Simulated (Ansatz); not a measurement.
# BrCl: rigid scan of one bond length in Python

A script is to give a rigid scan of one bond length; the system is BrCl.

Computed with Ansatz 0.2.0, driven from Python. Level of theory: B3LYP/def2-SVP.

### Step 1. The structure

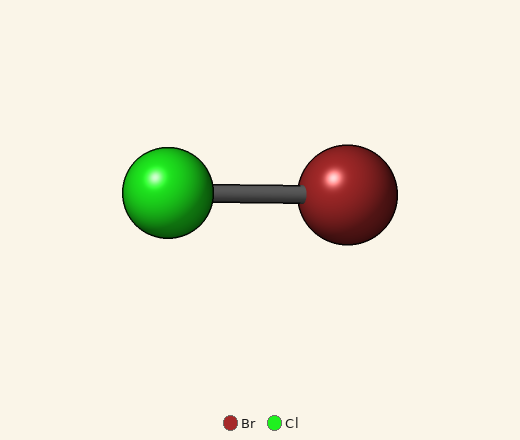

The structure that the script starts from, seen from a chosen angle (bromine red, chlorine green).

No structure file is read: the coordinates are typed or built in the script.

### Step 2. The script

Input file brcl.py:

```python
import ansatz as az
from ase.data import atomic_masses, atomic_numbers
import matplotlib.pyplot as plt
import numpy as np

molecule = (
    az.Crystal.molecule()
    .atom("Br", (0.0, 0.0, 0.0))
    .atom("Cl", (0.0, 0.0, 2.085))
)

symbols = [site.symbol for site in molecule.cartesian_sites]
start = np.array([site.position_ang for site in molecule.cartesian_sites])
axis = (start[1] - start[0]) / np.linalg.norm(start[1] - start[0])
moving = [1]
lengths, energies = [1.835, 1.918, 2.002, 2.085, 2.168, 2.252, 2.335, 2.46], []
for length in lengths:
    xyz = start.copy()
    xyz[moving] += (length - np.linalg.norm(start[1] - start[0])) * axis
    point = az.Crystal.molecule()
    for symbol, xyz in zip(symbols, xyz):
        point = point.atom(symbol, xyz.tolist())
    base = (
        point.calculation()
        .basis(gaussian="def2-SVP")
        .functional("b3lyp")
    )
    rep = base.run().report
    energies.append(rep["free_energy_ev"])
    print(f"r = {length:6.3f} A  E = {energies[-1]:.5f} eV  <S^2> = {abs(rep['mean_field']['state']['spin_squared']):.3f}")

fit = np.polynomial.Polynomial.fit(lengths, np.array(energies) - min(energies), 4).convert()
roots = [r.real for r in fit.deriv().roots() if abs(r.imag) < 1e-9 and fit.deriv(2)(r.real) > 0]
r_e = min(roots, key=lambda r: abs(r - lengths[int(np.argmin(energies))]))
print(f"minimum of the fit at {r_e:.4f} A, force constant {fit.deriv(2)(r_e):.2f} eV/A^2")
m1, m2 = (atomic_masses[atomic_numbers[s]] for s in symbols)
mu = m1 * m2 / (m1 + m2)
print(f"harmonic wavenumber {521.4709 * np.sqrt(fit.deriv(2)(r_e) / mu):.0f} 1/cm, rotational constant {16.857629 / (mu * r_e ** 2):.4f} 1/cm")
plt.figure(figsize=(4.5, 3))
plt.plot(lengths, np.array(energies) - min(energies), "o-")
plt.xlabel("bond length (A)")
plt.ylabel("E - E(min) (eV)")
plt.tight_layout()
plt.savefig("scan.png", dpi=100)
```

### Step 3. The run

Launch:

```
$ python brcl.py
```

**Question.** Where along the scan is the Br-Cl distance of lowest energy, and how steep are the two sides?

The runs gave:

```
                        quantity     value
bond length at the fit's minimum  2.1942 Å
                   runs compared         8
                 range of energy  1.763 eV
      lowest point, distance (Å)      2.17
```

What this shows: The lowest point is at 2.168 Å. At the shortest distance (1.84 Å) the energy is 1.76 eV higher, at the longest (2.46 Å) 0.36 eV. What to keep in mind:
- The basis set is modest, and single-reference methods fail as a bond breaks.
- b3lyp holds the VWN-RPA fit, as in Gaussian; the form of ORCA and Turbomole is b3lyp5.
- The orbitals are restricted, so S² is zero by construction.
- Toward dissociation an unrestricted state lies under the restricted one, by 1 to 2 eV or more.
- The spin state was assumed, and another may lie lower.
